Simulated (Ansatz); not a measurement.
# PBE0-DH/STO-3G (xc a 0.7) run of BH5S (SMILES [BH3-][SH2+])

What is the adiabatic electron affinity of BH5S at PBE0-DH/STO-3G (xc a 0.7)? 

The calculation is run with Ansatz 0.2.0.

5 further runs of the same task are left out: 2 that didn't finish, 3 set aside as unsound or not needed.

## (1) The system as given

The species is BH5S (7 atoms), meant as a singlet with charge 0. As SMILES, `[BH3-][SH2+]`. Geometry: relaxed at PBE0-D4/def2-TZVP. The run starts from this shape.

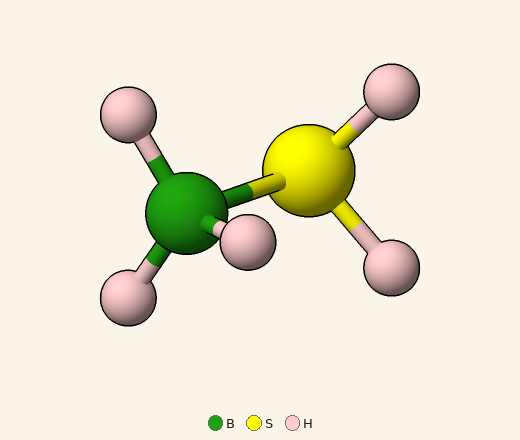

Viewed from a chosen angle; boron green, sulfur yellow, hydrogen pink.

## (2) A structure relaxation at PBE0-DH/STO-3G (xc a 0.7)

Contents of in.yaml:

```yaml
crystal:
  periodic: [false, false, false]
  atoms:
    - {symbol: B, position_ang: [-0.525600, -0.461500, -0.504300]}
    - {symbol: S, position_ang: [0.568600, 0.977600, 0.290900]}
    - {symbol: H, position_ang: [-1.623200, 0.036400, -0.431500]}
    - {symbol: H, position_ang: [-0.344400, -1.447600, 0.159700]}
    - {symbol: H, position_ang: [-0.075400, -0.482100, -1.624500]}
    - {symbol: H, position_ang: [0.286000, 0.903800, 1.604900]}
    - {symbol: H, position_ang: [1.775400, 0.405500, 0.458900]}
basis:
  gaussian:
    orbitals: STO-3G
correlation:
  frozen_orbitals: {B: 1, H: 0, S: 5}
hamiltonian:
  xc: {name: PBE0-DH, parameters: {a: 0.7}}
  pseudopotentials:
    relativity: none
relax:
  escape_saddle: false
output:
  orbitals: {seedname: orbitals}
```

Started as:

```sh
ansatz run in.yaml --threads 1 --pin off --max-ram 2610MiB --events-out events.jsonl --progress --plain --runs-dir runs
```

Standard output:

```text
Warning: RAYON_NUM_THREADS=1 ignored (pool sized by the plan → 1); use --threads N
The last accepted step is kept in runs//last_step.txt (removed where the run ends without a failure and the disk answers)
[... 13 lines left out ...]
6 core orbitals not correlated: weight in the atoms' cores, before any rotation towards them, 1.000 or more for the frozen orbitals, at most 0.000 for the correlated occupied ones
[... 16 lines left out ...]
6 core orbitals not correlated: weight in the atoms' cores, before any rotation towards them, 1.000 or more for the frozen orbitals, at most 0.000 for the correlated occupied ones
[... 16 lines left out ...]
6 core orbitals not correlated: weight in the atoms' cores, before any rotation towards them, 1.000 or more for the frozen orbitals, at most 0.000 for the correlated occupied ones
[... 11 lines left out ...]
Total energy: -11460.26769685 eV, -421.1570698108 hartree
[... 7 lines left out ...]
Dipole moment:     0.644979     0.499862     0.620273 e Å
```

Wall time 12 s (1 thread of Intel Xeon Platinum 8259CL at 2.50GHz (Skylake/Cascade Lake), shared host); peak memory 0.13 GiB.

Step by step:

| step | energy from the first frame kept (eV) | largest force (eV/Å) |
| --- | --- | --- |
| 1 | 0.0000 | 1.4722 |
| 2 | -0.1235 | 0.3562 |
| 3 | -0.1293 | 0.1471 |
| 4 | -0.1307 | 0.0886 |
| 5 | -0.1308 | 0.0045 |

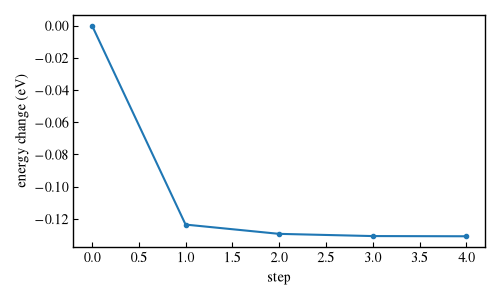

Energy along the run.

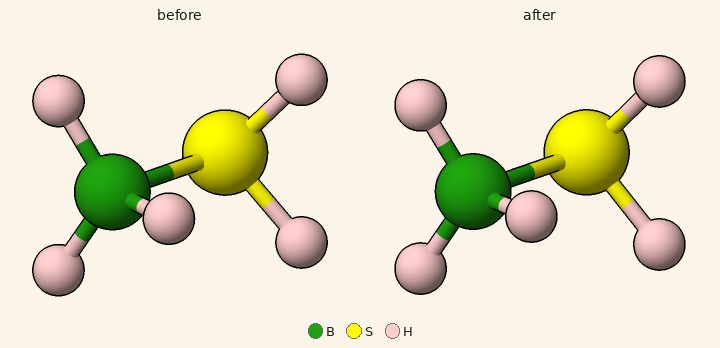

Before and after, at one scale.

After the run. Bond lengths: B1–S2 1.975 Å, B1–H3 1.158 Å, B1–H4 1.159 Å, B1–H5 1.158 Å, S2–H6 1.342 Å, S2–H7 1.342 Å. Angles: B1–S2–H6 100.2°, B1–S2–H7 100.2°, S2–B1–H3 103.0°, S2–B1–H4 104.1°, S2–B1–H5 103.0°, H6–S2–H7 93.1°, H3–B1–H4 114.8°, H3–B1–H5 114.8°, H4–B1–H5 114.8°.

## (3) The doublet anion at the same level

in.yaml, as its differences from that of step 2:

```diff
@@ -13,4 +13,6 @@
     orbitals: STO-3G
-correlation:
-  frozen_orbitals: {B: 1, H: 0, S: 5}
+total_charge: -1
+magnetization:
+  spin_polarized: true
+  initial_magnetization: 1
 hamiltonian:
@@ -19,2 +21,4 @@
     relativity: none
+correlation:
+  frozen_orbitals: {B: 1, H: 0, S: 5}
 relax:
```

Started as:

```sh
ansatz run in.yaml --threads 1 --pin off --max-ram 2610MiB --events-out events.jsonl --progress --plain --runs-dir runs
```

Standard output, shortened:

```text
Warning: RAYON_NUM_THREADS=1 ignored (pool sized by the plan → 1); use --threads N
[...]
6 core orbitals not correlated: weight in the atoms' cores, before any rotation towards them, 1.000 or more for the frozen orbitals, at most 0.000 for the correlated occupied ones
[...]
6 core orbitals not correlated: weight in the atoms' cores, before any rotation towards them, 1.000 or more for the frozen orbitals, at most 0.000 for the correlated occupied ones
[...]
6 core orbitals not correlated: weight in the atoms' cores, before any rotation towards them, 1.000 or more for the frozen orbitals, at most 0.000 for the correlated occupied ones
[...]
6 core orbitals not correlated: weight in the atoms' cores, before any rotation towards them, 1.000 or more for the frozen orbitals, at most 0.000 for the correlated occupied ones
[...]
6 core orbitals not correlated: weight in the atoms' cores, before any rotation towards them, 1.000 or more for the frozen orbitals, at most 0.000 for the correlated occupied ones
[...]
Total energy: -11455.54952363 eV, -420.9836801429 hartree
[...]
Dipole moment:     0.193262     0.592383     0.340181 e Å
```

Wall time 47 s (1 thread of Intel Xeon Platinum 8259CL at 2.50GHz (Skylake/Cascade Lake), shared host); peak memory 0.14 GiB.

The path in brief:

```
step  energy from the first frame kept (eV)  largest force (eV/Å)
   1                                 0.0000               13.5713
   2                                -1.8611                1.4495
   3                                -2.0534                0.3547
   4                                -2.0682                0.1031
   5                                -2.0745                0.9247
   6                                -2.3174                4.1617
   7                                -3.4658                1.8534
   8                                -3.7371                1.1184
   9                                -3.7977                0.6548
  10                                -3.8118                0.1605
  11                                -3.8086                0.3183
  12                                -3.8166                0.0510
  13                                -3.8181                0.0098
  14                                -3.8182                0.0052
```

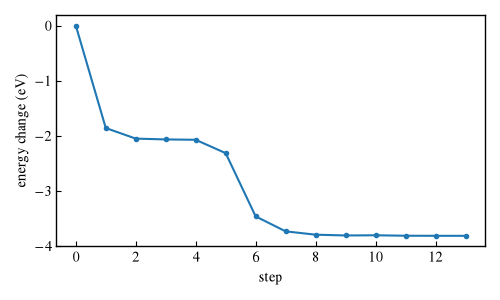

Energy along the run.

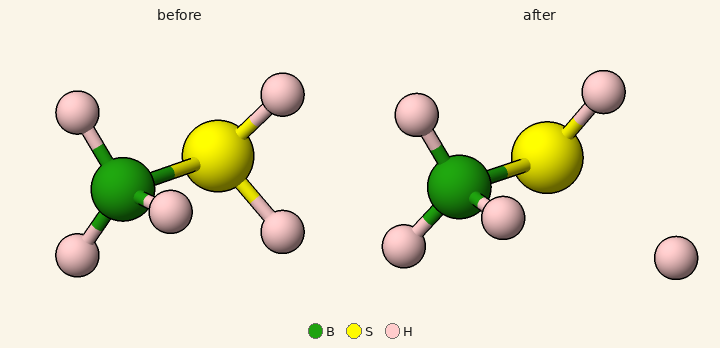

Before and after, at one scale.

After the run. Bond lengths: B1–S2 1.897 Å, B1–H3 1.171 Å, B1–H4 1.170 Å, B1–H5 1.168 Å, S2–H6 1.335 Å. Angles: B1–S2–H6 97.6°, S2–B1–H3 109.3°, S2–B1–H4 110.2°, S2–B1–H5 106.8°, H3–B1–H4 110.0°, H3–B1–H5 110.2°, H4–B1–H5 110.4°.

## (4) Outcome

At PBE0-DH/STO-3G (xc a 0.7), 6 core orbitals frozen:

| quantity | value |
| --- | --- |
| singlet BH5S: total energy at the end | -421.15707 Eh |
| singlet BH5S: dipole moment (SCF part) | 4.92 D |
| singlet BH5S: HOMO energy (SCF part's orbitals) | -9.06 eV |
| singlet BH5S: LUMO energy (SCF part's orbitals) | 7.42 eV |
| singlet BH5S: HOMO–LUMO gap (SCF part's orbitals) | 16.47 eV |
| doublet anion: total energy at the end | -420.98368 Eh |
| doublet anion: HOMO energy (SCF part's orbitals) (highest over α and β) | 1.57 eV |
| doublet anion: LUMO energy (SCF part's orbitals) (lowest over α and β) | 11.96 eV |
| doublet anion: ⟨S²⟩ | 0.750 |
| adiabatic electron affinity (to the doublet anion, no zero-point term) | -4.718 eV |

What this shows: The adiabatic electron affinity (to the doublet anion, no zero-point term) is −4.72 eV (−109 kcal/mol). A negative value puts this state of the anion above the relaxed parent: the electron is not bound at this level, and such a value depends on the basis. The second species lost a bond as it relaxed, so this leads to another structure. In a minimal basis such a difference can be off by several eV, whatever the method. The optimisation (singlet BH5S) took 4 steps and changed the energy by -0.131 eV. Mulliken charges (singlet BH5S) run from -0.14 on B1 to +0.28 on S2; they depend strongly on the basis.
